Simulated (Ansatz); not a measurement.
# Calculations on C3H8BClS

## 1. Relaxation

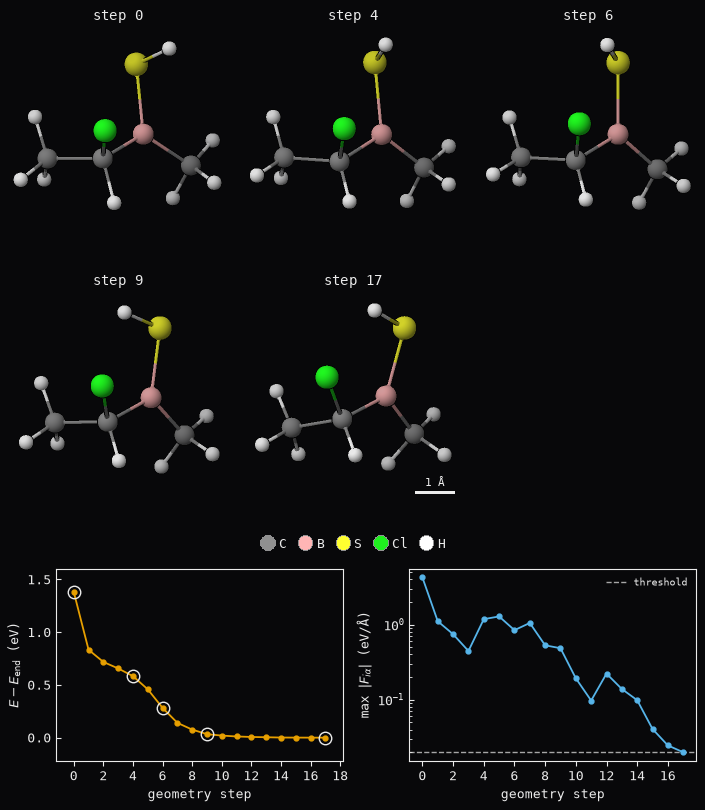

Frames of a relaxation of C3H8BClS, marked on the history of the run. A ball-and-stick model, seen from a free direction.

The run prepares an end point of a later path (hydrogen shift) calculation, from a guessed geometry.

The calculation used Ansatz, RKS PBE0/6-31G.

Input
```yaml
crystal:
  periodic: [false, false, false]
  atoms:
    - { symbol: C, position_ang: [-0.0662, -1.9832, 0.5185] }
    - { symbol: B, position_ang: [0.4433, -0.4891, 0.1864] }
    - { symbol: S, position_ang: [2.2402, -0.2651, -0.2503] }
    - { symbol: C, position_ang: [-0.4608, 0.7866, 0.2225] }
    - { symbol: C, position_ang: [-0.6089, 1.4557, -1.153] }
    - { symbol: Cl, position_ang: [0.0275, 1.9459, 1.4614] }
    - { symbol: H, position_ang: [-0.8853, -2.1921, -0.217] }
    - { symbol: H, position_ang: [0.7394, -2.67, 0.4266] }
    - { symbol: H, position_ang: [-0.5298, -1.9377, 1.576] }
    - { symbol: H, position_ang: [2.6181, -0.0787, 1.1389] }
    - { symbol: H, position_ang: [-1.5628, 0.4341, 0.5319] }
    - { symbol: H, position_ang: [0.403, 1.8649, -1.4193] }
    - { symbol: H, position_ang: [-1.0186, 0.7765, -1.9245] }
    - { symbol: H, position_ang: [-1.352, 2.3227, -1.0692] }
basis:
  gaussian: { orbitals: "6-31G" }
hamiltonian:
  xc: pbe0
relax:
  f_tol: 0.02
  max_steps: 50
output:
  orbitals: {}
```

Run as
```bash
ansatz run input.yaml --threads 1 --pin off --max-ram 2048MiB --backend cpu --events-out ev --progress --plain --runs-dir out
```

Describe the path.

Answer. The atom that moves furthest after the best rigid fit is S3 (1.01 Å). Largest moves by element: S 1.01 Å, H 0.91 Å, Cl 0.58 Å, C 0.36 Å, B 0.27 Å. Near-neighbour distances that change, for instance: C4–Cl6 1.766 → 1.899 Å, C4–H11 1.198 → 1.095 Å, S3–H10 1.452 → 1.376 Å, C1–H9 1.156 → 1.101 Å. Bond angles that change, for instance: B2–C1–H7 105.6° → 112.6°, H8–C1–H9 114.1° → 107.1°, C1–B2–C4 124.6° → 118.0°. Groups turn about B2–S3 by about 85°, B2–C4 by about 40°, C1–B2 by about 20°. The energy falls by 1.381 eV in 17 geometry steps. Largest force component: 4.2 eV/Å at the start, 0.02 eV/Å at the end. The run took 2 min on 1 thread of Arm Neoverse V1 (shared host), peak memory 0.2 GiB. From step 0 to 4: H10 moves most (0.54 Å), energy −0.798 eV. From step 4 to 6: H10 moves most (0.37 Å), energy −0.301 eV. From step 6 to 9: S3 moves most (0.37 Å), energy −0.249 eV. From step 9 to 17: H10 moves most (0.44 Å), energy −0.033 eV.

## 2. Relaxation

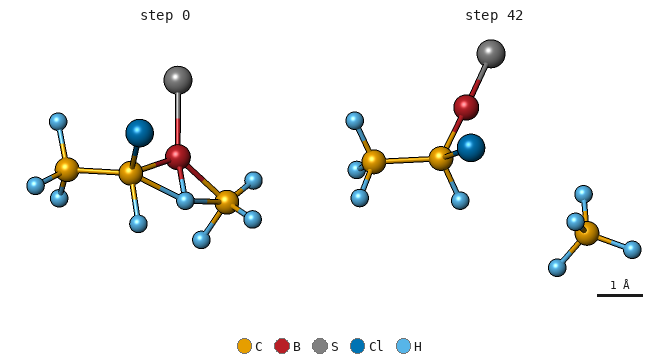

The structure of C$_{3}$H$_{8}$BClS before (left) and after (right) a relaxation, at one scale.

The picture is a ball-and-stick view, seen at a tilt.

The run prepares an end point of a later path (hydrogen shift) calculation, from a guessed geometry.

Theory: RKS PBE0/6-31G in Ansatz 0.2.0. Set-up: no spin polarisation; force threshold 0.02 eV/Å; at most 50 steps.

Question: Describe what moved and what it gained.

Answer: An H atom moves most after the best rigid fit: 1.49 Å. By element the largest moves are H 1.49 Å, B 1.46 Å, C 1.08 Å, S 0.82 Å, Cl 0.37 Å. Among the contacts that change: B–H 1.170 → 3.719 Å, B–C 1.613 → 3.950 Å, C–H 1.466 → 3.372 Å, C–H 1.506 → 1.093 Å. Bonds break: B–C (1.61 → 3.95 Å), B–H (1.17 → 3.72 Å). Among the angles between lasting bonds that change: S–B–C 117.7° → 177.4°, B–C–Cl 113.1° → 106.0°, H–C–H 114.1° → 109.2°. After 38 accepted moves (42 points after the start) the energy has fallen by 4.585 eV. Largest force component: 8.1 eV/Å at the start, 0.0041 eV/Å at the end. The line search rejected the trial steps at points 29, 30, 33, 36 of the run. The forces were under the threshold at step 31, but the run went on from there. The run took 4.4 min on 1 thread of Arm Neoverse V1 (shared host), peak memory 0.23 GiB.

## 3. Path

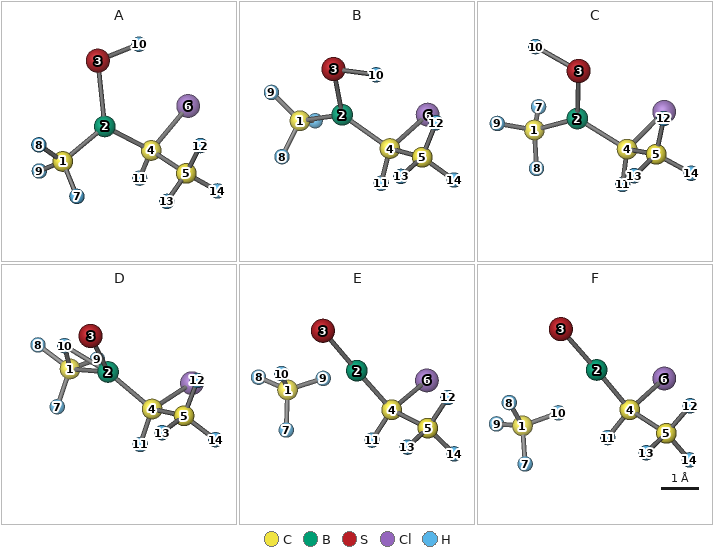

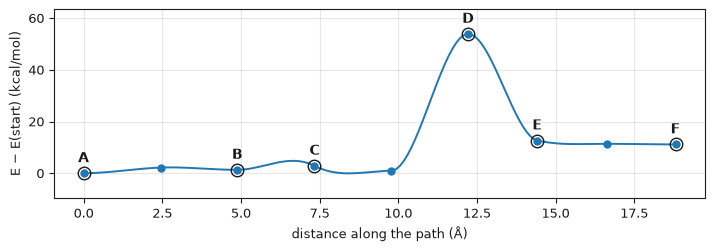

A search for the minimum-energy path of C3H8BClS by the nudged elastic band. Images are numbered from 0 (start) to 8 (end). Frames A to F are images 0, 2, 3, 5, 6, 8. The picture is a ball-and-stick view, seen at a tilt.

The calculation used Ansatz 0.2.0, RKS PBE0/6-31G. Settings: 7 movable images; climbing image; force threshold 0.03 eV/Å; iteration limit 33; starting path through a guess of the saddle point.

Describe the mechanism and the energy profile.

The path has more than one stage, and so few images may leave a stage unresolved. Breaking: C1–B2 (1.57 → 1.75 at the top → 3.95 Å), S3–H10 (1.38 → 1.79 at the top → 4.68 Å). Forming: C1–H10 (3.90 → 1.35 at the top → 1.09 Å). Forward barrier 53.9 kcal/mol, backward barrier 42.8 kcal/mol, with image 5 at the top; the reaction energy is +11.2 kcal/mol. The profile has 3 maxima (images 1, 3, 5) with a dip at image 4 (+1.0 kcal/mol), so the process runs in steps. The band converged in 26 iterations. The largest component of the band force went from 12 to 0.029 eV/Å. The climbing image converged on the top of the path. Its vibrational analysis gives one imaginary mode (1160i cm⁻¹), as a transition state must have.

Cost: 18 min on 1 thread of Arm Neoverse V1, with other jobs on the host, peak memory 0.2 GiB.
